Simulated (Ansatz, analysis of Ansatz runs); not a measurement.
# A hop of Pb in La2PbS4 (I-42d), charge +2

Aim: the barrier of one jump in La2PbS4 (I-42d) at charge +2: Pb_i by the interstitialcy path. The model is a cell of 56 host atoms with 1 Pb put in; Pb is the atom that moves.

Main program and level: Ansatz 0.2.0; plane-wave PAW DFT, PBEsol; nudged elastic band between two relaxed defect structures at fixed charge in a uniform background.

### 1. The structure

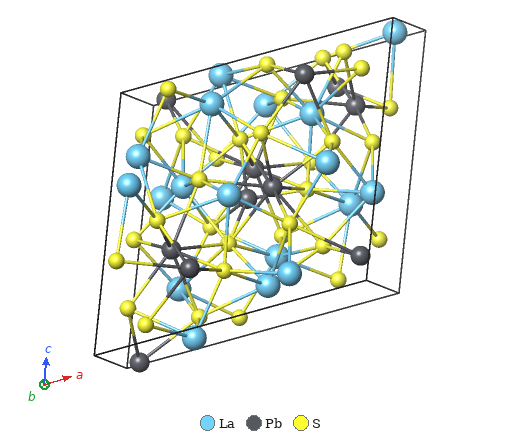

The starting structure, seen slightly off an axis (lanthanum blue, lead dark grey, sulfur yellow). Some periodic images of atoms are drawn too.

The cell holds 57 atoms: 16 La, 9 Pb and 32 S. Cell: a = 12.256 Å, b = 12.256 Å, c = 12.285 Å, α = 59.9°, β = 59.9°, γ = 60.2°. It derives from La2PbS4 (space group I-42d). Nearest the centre at fractional (0.564, 0.249, 0.876): Pb57 at 1.32 Å, Pb19 at 1.32 Å, S26 at 2.37 Å, S50 at 2.37 Å, S31 at 2.45 Å, La6 at 3.11 Å, La3 at 3.17 Å, S36 at 3.33 Å. The cell carries charge +2.

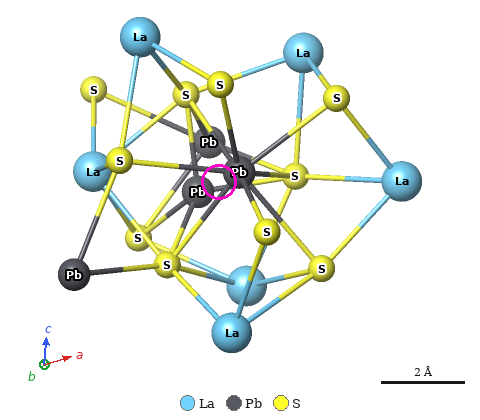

The atoms within 5 Å of the centre. A ring marks the middle of the ideal hop wherever no atom is near it.

The cell's shortest repeat is 12.3 Å.

### 2. Relaxation of the start point, charge +2

A barrier is counted from a minimum, so both ends are relaxed first. Small random displacements break the symmetry of the ideal sites, so that the defect can distort if it gains by it. The charge of +2 is set by the electron count, and a uniform background keeps the cell neutral.

Contents of qp2.start/input.yaml:

```yaml
crystal:
  lattice:
    - [0.0, 8.68700356, 8.64614061]
    - [8.68700356, 0.0, 8.64614061]
    - [8.68700356, 8.68700356, 0.0]
  atoms:
    - { symbol: La, position: [0.12006091, 0.00493909, 0.12993909] }
    - { symbol: La, position: [0.37006091, 0.25493909, 0.37993909] }
    - { symbol: La, position: [0.62006091, 0.50493909, 0.62993909] }
    - { symbol: La, position: [0.87006091, 0.75493909, 0.87993909] }
    - { symbol: La, position: [0.00493909, 0.12006091, 0.74506091] }
    - { symbol: La, position: [0.25493909, 0.37006091, 0.99506091] }
    - { symbol: La, position: [0.50493909, 0.62006091, 0.24506091] }
    - { symbol: La, position: [0.75493909, 0.87006091, 0.49506091] }
    - { symbol: La, position: [0.24506091, 0.62993909, 0.62006091] }
    - { symbol: La, position: [0.49506091, 0.87993909, 0.87006091] }
    - { symbol: La, position: [0.74506091, 0.12993909, 0.12006091] }
    - { symbol: La, position: [0.99506091, 0.37993909, 0.37006091] }
    - { symbol: La, position: [0.12993909, 0.74506091, 0.00493909] }
    - { symbol: La, position: [0.37993909, 0.99506091, 0.25493909] }
    - { symbol: La, position: [0.62993909, 0.24506091, 0.50493909] }
    - { symbol: La, position: [0.87993909, 0.49506091, 0.75493909] }
    - { symbol: Pb, position: [0.125, 0.625, 0.375] }
    - { symbol: Pb, position: [0.375, 0.875, 0.625] }
    - { symbol: Pb, position: [0.625, 0.125, 0.875] }
    - { symbol: Pb, position: [0.875, 0.375, 0.125] }
    - { symbol: Pb, position: [0.0, 0.0, 0.5] }
    - { symbol: Pb, position: [0.25, 0.25, 0.75] }
    - { symbol: Pb, position: [0.5, 0.5, 0.0] }
    - { symbol: Pb, position: [0.75, 0.75, 0.25] }
    - { symbol: S, position: [0.22082915, 0.97337449, 0.85559432] }
    - { symbol: S, position: [0.47082915, 0.22337449, 0.10559432] }
    - { symbol: S, position: [0.72082915, 0.47337449, 0.35559432] }
    - { symbol: S, position: [0.97082915, 0.72337449, 0.60559432] }
    - { symbol: S, position: [0.23059432, 0.82520204, 0.34582915] }
    - { symbol: S, position: [0.48059432, 0.07520204, 0.59582915] }
    - { symbol: S, position: [0.73059432, 0.32520204, 0.84582915] }
    - { symbol: S, position: [0.98059432, 0.57520204, 0.09582915] }
    - { symbol: S, position: [0.07520204, 0.48059432, 0.84837449] }
    - { symbol: S, position: [0.32520204, 0.73059432, 0.09837449] }
    - { symbol: S, position: [0.57520204, 0.98059432, 0.34837449] }
    - { symbol: S, position: [0.82520204, 0.23059432, 0.59837449] }
    - { symbol: S, position: [0.09837449, 0.84582915, 0.73059432] }
    - { symbol: S, position: [0.34837449, 0.09582915, 0.98059432] }
    - { symbol: S, position: [0.59837449, 0.34582915, 0.23059432] }
    - { symbol: S, position: [0.84837449, 0.59582915, 0.48059432] }
    - { symbol: S, position: [0.10559432, 0.20020204, 0.22337449] }
    - { symbol: S, position: [0.35559432, 0.45020204, 0.47337449] }
    - { symbol: S, position: [0.60559432, 0.70020204, 0.72337449] }
    - { symbol: S, position: [0.85559432, 0.95020204, 0.97337449] }
    - { symbol: S, position: [0.09582915, 0.34837449, 0.57520204] }
    - { symbol: S, position: [0.34582915, 0.59837449, 0.82520204] }
    - { symbol: S, position: [0.59582915, 0.84837449, 0.07520204] }
    - { symbol: S, position: [0.84582915, 0.09837449, 0.32520204] }
    - { symbol: S, position: [0.20020204, 0.10559432, 0.47082915] }
    - { symbol: S, position: [0.45020204, 0.35559432, 0.72082915] }
    - { symbol: S, position: [0.70020204, 0.60559432, 0.97082915] }
    - { symbol: S, position: [0.95020204, 0.85559432, 0.22082915] }
    - { symbol: S, position: [0.22337449, 0.47082915, 0.20020204] }
    - { symbol: S, position: [0.47337449, 0.72082915, 0.45020204] }
    - { symbol: S, position: [0.72337449, 0.97082915, 0.70020204] }
    - { symbol: S, position: [0.97337449, 0.22082915, 0.95020204] }
    - { symbol: Pb, position: [0.502062, 0.372938, 0.877062] }
total_charge: 2
basis:
  ecutwfc: 420
  xc_grid: 2
hamiltonian:
  xc: pbesol
kpoints:
  mp_grid: { grid: [1, 1, 1], shift: [0.25, 0.25, 0.25] }
scf:
  occupations: { method: fixed }
  max_iter: 150
output:
  forces: true
relax:
  f_tol: 0.02
  max_steps: 70
  random_displacement: { amplitude: 0.03, seed: 4892 }
```

Started as:

```console
> ansatz run input.yaml --threads 32 --pin off --max-ram 84787MiB --backend cuda --events-out ev --progress --plain --runs-dir out --max-vram 78GiB
```

Numbers of over 12 decimals in the logs are rounded to 6 here.

Log:

```text
[... repeated set-up lines and file paths are left out, and long positions are rounded to six places ...]
The last accepted step is kept in <dir> (removed where the run ends without a failure and the disk answers)
Engine: ansatz 0.2.0, aarch64-unknown-linux-gnu
Pseudopotentials: kind: paw
Pseudopotential: La, paw, valence charge 11, recommended cutoff 420 eV (normal), La.paw.azcp
Pseudopotential: Pb, paw, valence charge 14, recommended cutoff 420 eV (normal), Pb.paw.azcp
Pseudopotential: S, paw, valence charge 6, recommended cutoff 420 eV (normal), S.paw.azcp
Functional definition: PBEsol
  exchange = pbesol_x
  correlation = pbesol_c
[...]
Crystal: 57 atoms, lattice volume = 1304.945 Å³
Basis set: ecut = 420 eV, 25557 PW (Γ), exchange–correlation on 180×180×180 points (8 copies of the dense FFT grid, shifted against one another)
Bands: 303, of which v1, the nominal top of the filled ones, is band 246 counted from 1 (245 counted from 0)
Symmetry: 1 space group operations
k-points: 1
Non-local potential: La, projectors of the file, l = 0: 3, l = 1: 2, l = 2: 2, l = 3: 3
Non-local potential: Pb, projectors of the file, l = 0: 2, l = 1: 2, l = 2: 2, l = 3: 2
Non-local potential: S, projectors of the file, l = 0: 2, l = 1: 2, l = 2: 2
PAW form: soft (Blöchl's): semilocal exchange-correlation on the pseudo side does not see the compensation charge
PAW frozen core: La, regenerated for the run's functional, and the local potential with it (the file was generated under x = pbe(κ = 0.804, μ = 0.219515), c = pbe(β = 0.066725))
PAW frozen core: Pb, regenerated for the run's functional, and the local potential with it (the file was generated under x = pbe(κ = 0.804, μ = 0.219515), c = pbe(β = 0.066725))
PAW frozen core: S, regenerated for the run's functional, and the local potential with it (the file was generated under x = pbe(κ = 0.804, μ = 0.219515), c = pbe(β = 0.066725))
PAW one-centre angular grid: La, 590 points (default); XC on 64 Gauss nodes
PAW one-centre angular grid: Pb, 590 points (default); XC on 64 Gauss nodes
PAW one-centre angular grid: S, 110 points (default); XC on 64 Gauss nodes
Initial density: superposition of atomic densities (neutral atoms scaled as one to the charged cell's electrons: chi_scale 0, normalization atom), corrected by the library's trained network
Initial wavefunctions: pseudopotential atomic-orbital guess
[...]
Functional: x = pbesol(κ = 0.804, μ = 0.123457), c = pbesol(β = 0.046)
SCF iter   1: F=—  HF=-232801.451641 eV  |F-HF|=—  |Δ(HF+E_count)|=         —  Δρ=6.85e-3  dr2=1.08e0  ethr=1.77e-3  ⟨swp⟩=6.0  Hψ=1328  notcnv=0  defer=55
preconditioner: auto → Resta (q_TF=auto, 2.319 Å⁻¹)  ε∞=4.4  [insulator: Δε(μ)=1.083 eV  Ē_g=11.926 eV  n_scr=282 (ndim 8)  ℏωp=22.0 eV  f_vac=0.000  ε∞_Penn≈4.4]
SCF iter   2: F=—  HF=-232801.186538 eV  |F-HF|=—  |Δ(HF+E_count)|=   2.65e-1  Δρ=2.57e-3  dr2=1.19e-1  ethr=2.20e-4  ⟨swp⟩=4.0  Hψ=438  notcnv=0  defer=55
[...]
SCF iter   7: F=-232801.169913 eV  HF=-232801.169921 eV  |F-HF|=7.04e-6  |Δ(HF+E_count)|=   1.59e-6  Δρ=1.36e-5  dr2=9.09e-6  ethr=2.03e-9  ⟨swp⟩=6.0  Hψ=1141  notcnv=0
SCF 1 converged in 7 iterations: F = -232801.169913 eV  dr2 = 9.09e-6
  greatest PAW one-centre occupation: 0.981 electrons in one spin orbital (limit 2), on the Pb atom at site 19 (counted from 0), in its partial waves of l = 2
relax step   1: F+E_penalty+E_count = -232801.16991350 eV  Δ(F+E_penalty+E_count) = +0.000e0 eV  max|allowed force component| = 5.623e0 eV/Å  Δτ_max = 0.0000 Å  (7 SCF iters, dr2 threshold 1.00e-5 eV, accepted)
[...]
iter 1 solved again at ethr=1.69e-4 eV; its pass at ethr=3.10e-3 eV (dr2=8.30e-1 eV) is discarded
SCF iter   1: F=—  HF=-232805.593572 eV  |F-HF|=—  |Δ(HF+E_count)|=         —  Δρ=4.89e-3  dr2=8.36e-1  ethr=1.69e-4  ⟨swp⟩=3.0  Hψ=1277  notcnv=0  defer=55
SCF iter   2: F=—  HF=-232805.402533 eV  |F-HF|=—  |Δ(HF+E_count)|=   1.91e-1  Δρ=2.13e-3  dr2=1.03e-1  ethr=1.69e-4  ⟨swp⟩=4.0  Hψ=482  notcnv=0  defer=55
[...]
SCF 2 converged in 6 iterations: F = -232805.375159 eV  dr2 = 1.25e-5
[...]
SCF 3 converged in 6 iterations: F = -232807.135976 eV  dr2 = 1.67e-5
[...]
SCF 4 converged in 5 iterations: F = -232807.438432 eV  dr2 = 5.04e-5
[...]
SCF 5 converged in 5 iterations: F = -232807.483343 eV  dr2 = 1.87e-5
[...]
SCF 6 converged in 6 iterations: F = -232807.509903 eV  dr2 = 8.26e-7
[...]
SCF 7 converged in 7 iterations: F = -232807.474202 eV  dr2 = 2.87e-7
[...]
SCF 8 converged in 8 iterations: F = -232807.513697 eV  dr2 = 1.40e-8
[...]
SCF 9 converged in 6 iterations: F = -232807.515113 eV  dr2 = 5.80e-8
[...]
SCF converged after 6 iterations
[...]
atoms:
    - { symbol: La, position: [0.117748, 0.007239, 0.129754] }
    - { symbol: La, position: [0.366802, 0.254982, 0.385090] }
    - { symbol: La, position: [0.628187, 0.524107, 0.596878] }
    - { symbol: La, position: [0.876844, 0.746662, 0.879486] }
    - { symbol: La, position: [0.010023, 0.117701, 0.742986] }
    - { symbol: La, position: [0.221878, 0.374859, 1.005242] }
    - { symbol: La, position: [0.505437, 0.620689, 0.251005] }
    - { symbol: La, position: [0.755564, 0.868676, 0.493689] }
    - { symbol: La, position: [0.241748, 0.632716, 0.616740] }
    - { symbol: La, position: [0.491755, 0.883204, 0.867994] }
    - { symbol: La, position: [0.748254, 0.126013, 0.124629] }
    - { symbol: La, position: [0.996534, 0.378257, 0.372855] }
    - { symbol: La, position: [0.130392, 0.742749, 0.006183] }
    - { symbol: La, position: [0.372935, 0.991343, 0.259775] }
    - { symbol: La, position: [0.631467, 0.245414, 0.503431] }
    - { symbol: La, position: [0.886032, 0.499426, 0.747497] }
    - { symbol: Pb, position: [0.126440, 0.622612, 0.373696] }
    - { symbol: Pb, position: [0.373468, 0.876275, 0.626096] }
    - { symbol: Pb, position: [0.643284, 0.080025, 0.874543] }
    - { symbol: Pb, position: [0.867977, 0.369424, 0.127692] }
    - { symbol: Pb, position: [-0.000832, 0.001358, 0.501790] }
    - { symbol: Pb, position: [0.251680, 0.248162, 0.749077] }
    - { symbol: Pb, position: [0.501929, 0.526245, 0.014672] }
    - { symbol: Pb, position: [0.753001, 0.759090, 0.242539] }
    - { symbol: S, position: [0.222473, 0.970061, 0.857299] }
    - { symbol: S, position: [0.466670, 0.203497, 0.139041] }
    - { symbol: S, position: [0.724510, 0.474103, 0.351915] }
    - { symbol: S, position: [0.970163, 0.727857, 0.603166] }
    - { symbol: S, position: [0.226653, 0.824541, 0.344696] }
    - { symbol: S, position: [0.481759, 0.075419, 0.597528] }
    - { symbol: S, position: [0.762315, 0.316299, 0.843875] }
    - { symbol: S, position: [0.976842, 0.575364, 0.099062] }
    - { symbol: S, position: [0.068740, 0.484166, 0.845368] }
    - { symbol: S, position: [0.325950, 0.732045, 0.101791] }
    - { symbol: S, position: [0.576031, 0.974661, 0.354502] }
    - { symbol: S, position: [0.819794, 0.232697, 0.601662] }
    - { symbol: S, position: [0.095156, 0.848457, 0.730192] }
    - { symbol: S, position: [0.346599, 0.099386, 0.980652] }
    - { symbol: S, position: [0.599239, 0.347311, 0.230648] }
    - { symbol: S, position: [0.854799, 0.598105, 0.475460] }
    - { symbol: S, position: [0.099000, 0.196595, 0.231083] }
    - { symbol: S, position: [0.353044, 0.453318, 0.467721] }
    - { symbol: S, position: [0.604562, 0.698137, 0.722840] }
    - { symbol: S, position: [0.855054, 0.948013, 0.973080] }
    - { symbol: S, position: [0.095603, 0.347752, 0.574106] }
    - { symbol: S, position: [0.329629, 0.609543, 0.817896] }
    - { symbol: S, position: [0.594881, 0.847682, 0.073816] }
    - { symbol: S, position: [0.843315, 0.097588, 0.325102] }
    - { symbol: S, position: [0.198970, 0.105584, 0.471626] }
    - { symbol: S, position: [0.441250, 0.366942, 0.703265] }
    - { symbol: S, position: [0.698856, 0.607446, 0.970510] }
    - { symbol: S, position: [0.949277, 0.857947, 0.217499] }
    - { symbol: S, position: [0.224709, 0.469534, 0.196692] }
    - { symbol: S, position: [0.468634, 0.726008, 0.443692] }
    - { symbol: S, position: [0.726753, 0.963184, 0.700642] }
    - { symbol: S, position: [0.978398, 0.219034, 0.950466] }
    - { symbol: Pb, position: [0.517320, 0.355284, 0.891523] }
```

It took 5.5 s on 1 × NVIDIA GB200 with 32 threads of Arm Neoverse V2, shared host; peak memory 1.5 GiB; 24 s of CPU time.

Step by step:

```csv
step,energy less that of the first step (eV),largest force component (eV/Å)
1,0.0000,5.6226
2,-4.2052,2.4908
3,-5.9661,1.0492
4,-6.2685,0.5183
5,-6.3134,0.1851
6,-6.3400,0.0795
7,-6.3043,0.2509
8,-6.3438,0.0364
9,-6.3452,0.0150
```

Relaxation step 7 was tried and not accepted.

The atoms that moved most (Å, from the sites as typed, ahead of the random displacement, the mean shift of all atoms taken out):

```csv
atom,dx,dy,dz,length
Pb19,-0.392,0.155,-0.226,0.479
Pb23,0.358,0.144,0.248,0.459
S26,0.121,0.255,-0.203,0.348
La3,-0.118,-0.216,0.240,0.344
S31,-0.092,0.259,0.202,0.341
La6,0.133,-0.198,-0.240,0.339
Pb57,-0.025,0.258,-0.016,0.260
S50,-0.051,-0.230,0.025,0.237
```

Neighbours of Pb57 at the end:

```csv
atom,distance (Å)
S31,2.584
S26,2.585
S50,2.817
S46,2.819
Pb19,3.001
Pb23,3.035
La6,3.086
La3,3.097
```

Read from the output:

| Property | Result |
| --- | --- |
| free energy | -232807.5151 eV |
| r.m.s. move of the farther half of the atoms | 0.05662 Å |
| largest move from the ideal geometry of this structure, a common shift of the far atoms taken out | 0.4794 Å |

The relaxation gained 6.345 eV and ended with a largest force component of 0.015 eV/Å.

(Continued in part 2 of 4.)

[Logs are printed without paths, hosts, clocks, repeated set-up lines and the standing remarks that a program may print on its own settings, such as how far it seeks lower states.]

[Hosts, paths, dates, database ids (printed as entryN), source tags and the programs' standing remarks are cut or masked in the printed files.]
